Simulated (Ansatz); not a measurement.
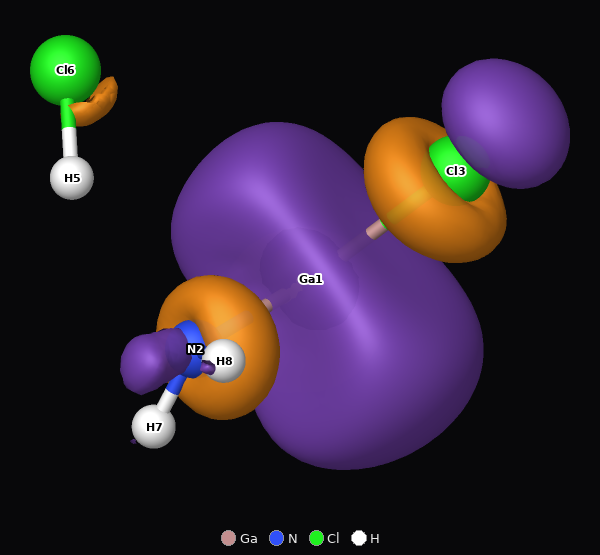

Cl2GaH2N···HCl. One frontier orbital at ±0.1 Å⁻³ᐟ² (orange and purple are the two phases), seen at a tilt.

Not at a stationary point (largest force 1.2 eV/Å).

Level of theory: RKS PBE0/def2-SVP (Ansatz 0.2.0).

Input

```
crystal:
  periodic: [false, false, false]
  atoms:
    - { symbol: Ga, position_ang: [-0.896, 0.7461, -0.0641] }
    - { symbol: "N", position_ang: [0.4393, -1.0672, 0.0212] }
    - { symbol: Cl, position_ang: [-1.6459, 1.008, -1.9831] }
    - { symbol: Cl, position_ang: [-1.8928, 1.0228, 1.7362] }
    - { symbol: H, position_ang: [1.3443, -0.0893, 0.1148] }
    - { symbol: Cl, position_ang: [1.548, 1.655, 0.1377] }
    - { symbol: H, position_ang: [0.4805, -1.6549, 0.8458] }
    - { symbol: H, position_ang: [0.6226, -1.6205, -0.8084] }
basis:
  gaussian: { orbitals: def2-SVP }
hamiltonian:
  xc: pbe0
relax:
  f_tol: 0.15
  max_steps: 25
  restrain:
    - { distance: [0, 5], at: 3.54, k: 30.0 }
    - { distance: [4, 1], at: 2.32, k: 30.0 }
    - { distance: [0, 1], at: 1.93, k: 30.0 }
    - { distance: [4, 5], at: 1.33, k: 30.0 }
output:
  orbitals: {}
```

Command:

```sh
ansatz run input.yaml --threads 2 --pin off --max-ram 3072MiB --backend cpu --events-out ev --progress --plain --runs-dir out
```

The fields are those of the run's last geometry, not of the input's.

Question: Which orbital is it: HOMO or LUMO?

Answer: The LUMO, at −1.17 eV. Its weight (Hirshfeld) is mainly on Ga1 (about 45 %), Cl3 (about 15 %), Cl4 (about 15 %) and N2 (about 10 %).
